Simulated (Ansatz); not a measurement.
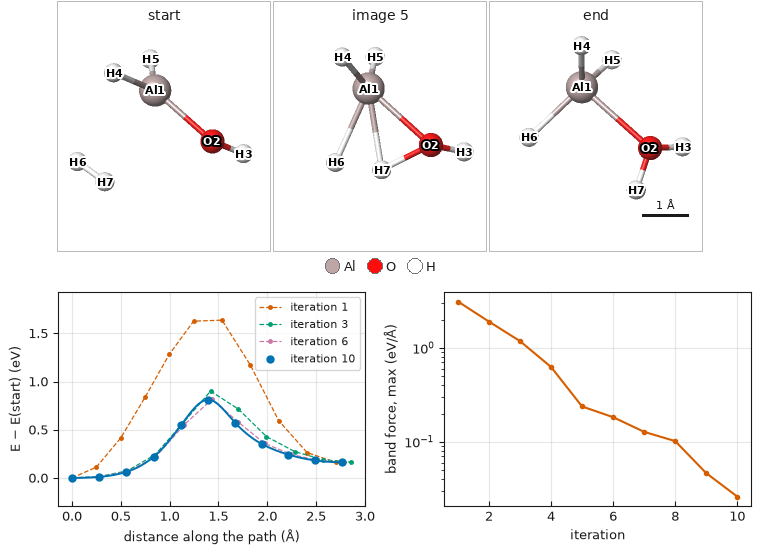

NEB run on AlH5O, made up at the start of AlH$_{3}$O and H2. Images are numbered from 0 (start) to 10 (end). The plot follows the band through its iterations. The picture is a ball-and-stick view, seen at a tilt.

These are results of Ansatz, RKS PBE0/def2-SVP, not measurements. Run with 9 movable images; climbing image; force threshold 0.03 eV/Å; iteration limit 10; starting path through a guess of the saddle point.

Did the band converge, and can the barrier be trusted?

Answer. The run is converged, with reservations. The band converged in 10 iterations. The largest component of the band force went from 3.1 to 0.026 eV/Å. The climbing image converged on the top of the path. Its curvatures weren't checked. The iteration limit was low. The first iteration put the highest image at 1.64 eV. Forward barrier 0.81 eV, backward barrier 0.65 eV, with image 5 at the top; the reaction energy is +0.16 eV.

Limits of the set-up: the start holds two separate molecules, 2.3 Å apart at their closest, whose relative position is a soft coordinate and is computed without a dispersion correction.

Cost: 95 s on 1 thread of Arm Neoverse V2 (shared host), peak memory 0.1 GiB.
